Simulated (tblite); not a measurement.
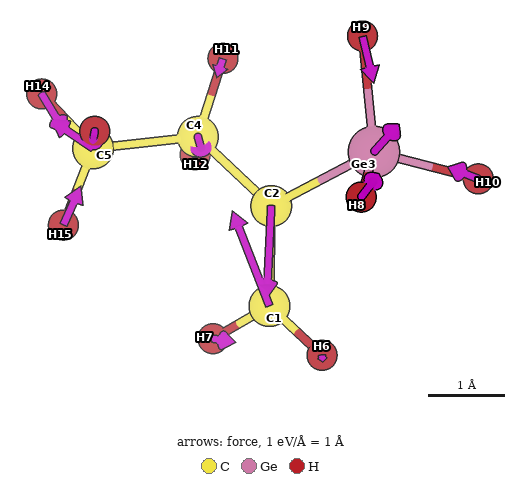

Starting geometry of C₄H₁₀Ge with the computed forces as purple arrows. Style: ball-and-stick. Shown at a tilt.

All numbers below come from tblite, GFN2-xTB geometry optimisation, gas phase. 

**Is this structure relaxed? If not, where do the atoms go?**

It isn't relaxed: the largest force vector, on a C atom, is 1.39 eV/Å. The final displacements have little in common with the starting forces (cosine between the two patterns 0.13). The largest moves after the best rigid fit, 0.99 Å, are those of H atoms. By element the largest moves are H 0.99 Å, C 0.60 Å, Ge 0.39 Å. Among the contacts that change: Ge–H 1.556 → 1.498 Å, C–H 1.122 → 1.093 Å, C–Ge 1.934 → 1.959 Å, C–C 1.348 → 1.325 Å. Among the angles between lasting bonds that change: C–Ge–H 109.3° → 112.9°, H–Ge–H 109.9° → 107.1°, Ge–C–C 120.1° → 117.5°. Groups turn about C–C by about 50°, C–Ge by about 40°. Over 142 geometry steps the energy falls by 0.227 eV. The run took 0.93 s on 1 thread of Intel(R) Xeon(R) Processor @ 2.70GHz, with other jobs on the host.
